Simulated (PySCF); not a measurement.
System: CdBi (charge +1, triplet).

```xyz
2

Cd    0.0000    0.0000   -1.8608
Bi    0.0000    0.0000    1.0142
```

Core potentials replace the inner electrons of Cd and Bi.

Theory: PySCF 2.14.0, PBE0/def2-SVP, non-relativistic Hamiltonian with scalar-relativistic core potentials where named, at a bond length of 2.875 Å.

Q: Predict the electron density, electron localisation function and spin density between the atoms.

A: Cd–Bi (2.87 Å): the density is about 0.28 e/Å³ at the midpoint; the ELF is about 0.35 at the midpoint.
The unpaired spin (2 electrons) lies mostly on Bi2 (about 2.0), in electrons by Hirshfeld's partition.

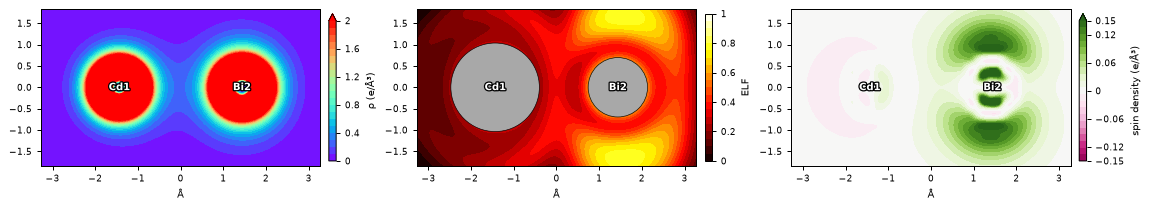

Computed electron density, electron localisation function and spin density on a plane that holds the molecular axis, in this order. Grey discs cover the atomic cores in the ELF map. 
